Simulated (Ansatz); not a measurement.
# BFH5NOSi: basis-set convergence

How large a basis does BFH5NOSi need? Two functionals are run in growing sets.

Method: one geometry, several basis sets; program: Ansatz 0.2.0, Gaussian basis.

Levels to be run: PBE0-D4/def2-SVP; ωB97M-V/def2-SVP; PBE0-D4/def2-QZVPP; ωB97M-V/def2-QZVPP; the functionals' def2-TZVPP values are taken from earlier runs.

### Step 1. The relaxed structure

The geometry comes from an earlier relaxation with PBE0-D4 in a triple-zeta def2 set; it is a stationary point, not always the lowest conformer.

SMILES `NB(F)O[SiH3]`, 10 atoms, charge 0, spin multiplicity 1.

Atoms are counted from 1 here; the program's logs count them from 0.

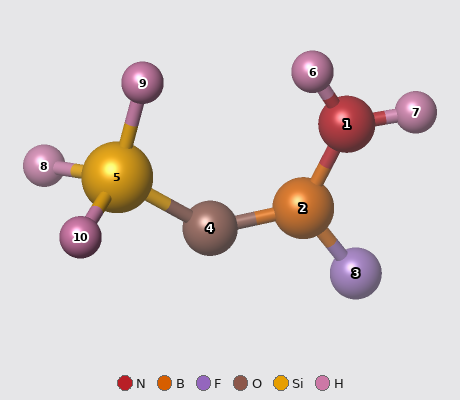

The geometry (nitrogen red, boron orange, fluorine purple, oxygen brown, silicon amber, hydrogen pink); atoms are numbered from 1 in the order of the file.

### Step 2. PBE0-D4 in def2-SVP

The input, in.yaml:

```yaml
crystal:
  periodic: [false, false, false]
  atoms:
    - {symbol: N, position_ang: [-1.022917, 0.822602, 1.118534]}
    - {symbol: B, position_ang: [-0.481172, 1.141424, -0.134307]}
    - {symbol: F, position_ang: [-0.768919, 2.332439, -0.671128]}
    - {symbol: O, position_ang: [0.327486, 0.315975, -0.854265]}
    - {symbol: Si, position_ang: [0.977180, -1.179594, -0.699780]}
    - {symbol: H, position_ang: [-0.856785, -0.047615, 1.589393]}
    - {symbol: H, position_ang: [-1.615706, 1.462670, 1.614932]}
    - {symbol: H, position_ang: [0.506812, -2.029593, -1.819338]}
    - {symbol: H, position_ang: [0.562026, -1.798640, 0.591046]}
    - {symbol: H, position_ang: [2.455093, -1.070768, -0.732288]}
basis:
  gaussian: {orbitals: def2-SVP}
hamiltonian: {xc: pbe0, dispersion: d4}
output: {orbitals: {seedname: orbitals}}
```

On the command line:

```bash
$ ansatz run in.yaml --threads 4 --pin off --events-out ev --progress --plain --max-ram 10444MiB
```

The program printed:

```text
Functional definition: PBE0
  name "PBE0"
  cite "Adamo & Barone, J. Chem. Phys. 110, 6158 (1999) doi:10.1063/1.478522"
  cite "Perdew, Burke & Ernzerhof, Phys. Rev. Lett. 77, 3865 (1996) doi:10.1103/PhysRevLett.77.3865"
  parent pbe
  parameter a = 0.25
  parameter kappa = 0.804
  parameter beta = 0.06672455060314922
  exchange = (1 - a)*pbe_x(kappa = kappa, mu = beta*pi^2/3) + a*exact_x
  correlation = pbe_c(beta = beta)
1103 factors; their error is unknown
mean field evaluation 1: about -14868.7075 eV, gradient 6.3e1 eV
mean field evaluation 2: about -14863.3994 eV, gradient 8.1e1 eV
mean field evaluation 4: about -14875.6968 eV, gradient 3.4e0 eV
mean field evaluation 8: about -14875.7143 eV, gradient 4.7e-2 eV
mean field evaluation 16: about -14875.7708 eV, gradient 3.7e-5 eV
mean field -14875.77077634 eV, -546.6744928709 hartree, gradient 3.7e-5 eV, S^2 0.000000; 0 other end points of the search recorded, 0 dependent functions left out
reference -14875.77080337 eV, -546.6744938641 hartree; 24, 24 occupied and 75, 75 virtual orbitals, 1103 factors
Total energy: -14875.92533322 eV, -546.6801727314 hartree
```

Run time: 0.7 s. Hardware: 4 threads of Arm Neoverse V2, shared host.

### Step 3. ωB97M-V in def2-SVP

in.yaml, as its differences from that of step 2:

```diff
@@ -15,3 +15,3 @@
   gaussian: {orbitals: def2-SVP}
-hamiltonian: {xc: pbe0, dispersion: d4}
+hamiltonian: {xc: {name: wB97M-V}}
 output: {orbitals: {seedname: orbitals}}
```

The command is unchanged.

The program printed (excerpt; [...] marks lines left out):

```text
Functional definition: wB97M-V
  name "wB97M-V"
  cite "Mardirossian & Head-Gordon, J. Chem. Phys. 144, 214110 (2016) doi:10.1063/1.4952647"
  cite "Becke, J. Chem. Phys. 107, 8554 (1997) doi:10.1063/1.475007"
  cite "Vydrov & Van Voorhis, J. Chem. Phys. 133, 244103 (2010) doi:10.1063/1.3521275"
  # Of w^i u^j: cxij and so on, Table III.
[...]
  gx(w, u) = 1 - cx + cx01*u + cx10*w
  gss(w, u) = css00 + css04*u^4 + css10*w + css20*w^2 + css43*w^4*u^3
  gos(w, u) = cos00 + cos10*w + (cos20 + cos21*u)*w^2 + (cos60 + cos61*u)*w^6
[...]
      + integral(e_c_pw_mod_opposite_spin*gos(b97_w_opposite, b97_u_opposite)) + vv10(b, c)
1103 factors; their error is unknown
290 factors; integrals over basis functions are off by at most 8.6e-6 eV
[...]
mean field -14883.71083743 eV, -546.9662847342 hartree, gradient 2.2e-5 eV, S^2 0.000000; 0 other end points of the search recorded, 0 dependent functions left out
reference -14883.71088037 eV, -546.9662863119 hartree; 24, 24 occupied and 75, 75 virtual orbitals, 1103 factors
Total energy: -14883.71088037 eV, -546.9662863119 hartree
```

Wall time 2.7 s (4 threads of Arm Neoverse V2, shared host).

### Step 4. PBE0-D4 in def2-QZVPP

in.yaml, as its differences from that of step 3:

```diff
@@ -14,4 +14,4 @@
 basis:
-  gaussian: {orbitals: def2-SVP}
-hamiltonian: {xc: {name: wB97M-V}}
+  gaussian: {orbitals: "def2-QZVPP.json"}
+hamiltonian: {xc: pbe0, dispersion: d4}
 output: {orbitals: {seedname: orbitals}}
```

The command is unchanged.

The program printed:

```text
Functional definition: PBE0
  name "PBE0"
  cite "Adamo & Barone, J. Chem. Phys. 110, 6158 (1999) doi:10.1063/1.478522"
  cite "Perdew, Burke & Ernzerhof, Phys. Rev. Lett. 77, 3865 (1996) doi:10.1103/PhysRevLett.77.3865"
  parent pbe
  parameter a = 0.25
  parameter kappa = 0.804
  parameter beta = 0.06672455060314922
  exchange = (1 - a)*pbe_x(kappa = kappa, mu = beta*pi^2/3) + a*exact_x
  correlation = pbe_c(beta = beta)
1432 factors; their error is unknown
mean field evaluation 1: about -14878.2971 eV, gradient 7.6e1 eV
mean field evaluation 2: about -14868.8193 eV, gradient 1.0e2 eV
mean field evaluation 4: about -14887.6467 eV, gradient 6.4e0 eV
mean field evaluation 8: about -14887.7068 eV, gradient 8.3e-2 eV
mean field -14887.71741323 eV, -547.1135236788 hartree, gradient 8.3e-5 eV, S^2 0.000000; 0 other end points of the search recorded, 0 dependent functions left out
reference -14887.71745289 eV, -547.1135251363 hartree; 24, 24 occupied and 424, 424 virtual orbitals, 1432 factors
Total energy: -14887.87198274 eV, -547.1192040036 hartree
```

It took 4.5 s on 4 threads of Arm Neoverse V2, shared host; peak memory 1.4 GiB.

### Step 5. ωB97M-V in def2-QZVPP

in.yaml, as its differences from that of step 4:

```diff
@@ -15,3 +15,3 @@
   gaussian: {orbitals: "def2-QZVPP.json"}
-hamiltonian: {xc: pbe0, dispersion: d4}
+hamiltonian: {xc: {name: wB97M-V}}
 output: {orbitals: {seedname: orbitals}}
```

The command is unchanged.

The program printed (excerpt; [...] marks lines left out):

```text
Functional definition: wB97M-V
  name "wB97M-V"
  cite "Mardirossian & Head-Gordon, J. Chem. Phys. 144, 214110 (2016) doi:10.1063/1.4952647"
  cite "Becke, J. Chem. Phys. 107, 8554 (1997) doi:10.1063/1.475007"
  cite "Vydrov & Van Voorhis, J. Chem. Phys. 133, 244103 (2010) doi:10.1063/1.3521275"
  # Of w^i u^j: cxij and so on, Table III.
[...]
  gx(w, u) = 1 - cx + cx01*u + cx10*w
  gss(w, u) = css00 + css04*u^4 + css10*w + css20*w^2 + css43*w^4*u^3
  gos(w, u) = cos00 + cos10*w + (cos20 + cos21*u)*w^2 + (cos60 + cos61*u)*w^6
[...]
      + integral(e_c_pw_mod_opposite_spin*gos(b97_w_opposite, b97_u_opposite)) + vv10(b, c)
1412 factors; their error is unknown
360 factors; integrals over basis functions are off by at most 1.1e-5 eV
[...]
mean field -14895.82240728 eV, -547.4113767164 hartree, gradient 1.6e-5 eV, S^2 0.000000; 0 other end points of the search recorded, 0 dependent functions left out
reference -14895.82247319 eV, -547.4113791385 hartree; 24, 24 occupied and 424, 424 virtual orbitals, 1412 factors
Total energy: -14895.82247319 eV, -547.4113791385 hartree
```

It took 12 s on 4 threads of Arm Neoverse V2, shared host; peak memory 1.7 GiB.

### Step 6. Density functionals: the series

The def2-TZVPP values come from earlier runs at the same geometry.

```
functional       basis  functions  energy (eV)  from the largest (eV)  HOMO (eV)  LUMO (eV)
   PBE0-D4    def2-SVP         99  -14875.9253                 11.947      -7.97       0.66
   PBE0-D4  def2-TZVPP        236  -14887.1949                  0.677      -8.18       0.07
   PBE0-D4  def2-QZVPP        448  -14887.8720                  0.000      -8.22      -0.10
   ωB97M-V    def2-SVP         99  -14883.7109                 12.112     -10.36       2.52
   ωB97M-V  def2-TZVPP        236  -14895.1959                  0.627     -10.58       1.64
   ωB97M-V  def2-QZVPP        448  -14895.8225                  0.000     -10.62       1.28
```

### Step 7. Summary of results

| quantity | value |
| --- | --- |
| PBE0-D4: double and triple zeta above quadruple | 11.95, 0.68 eV |
| ωB97M-V: double and triple zeta above quadruple | 12.11, 0.63 eV |

**Reading.** For PBE0-D4 the step from double to triple zeta gains 11.27 eV and the next only 0.68 eV. These are total energies; as a rule much of such shifts cancels in differences, which this series doesn't test. The LUMO of ωB97M-V is positive and keeps falling with the basis (2.52 to 1.28 eV): an unbound level that the basis holds in place.

For PBE0-D4 the largest set took about 6 times as long as the smallest (4.5 s against 0.7 s).
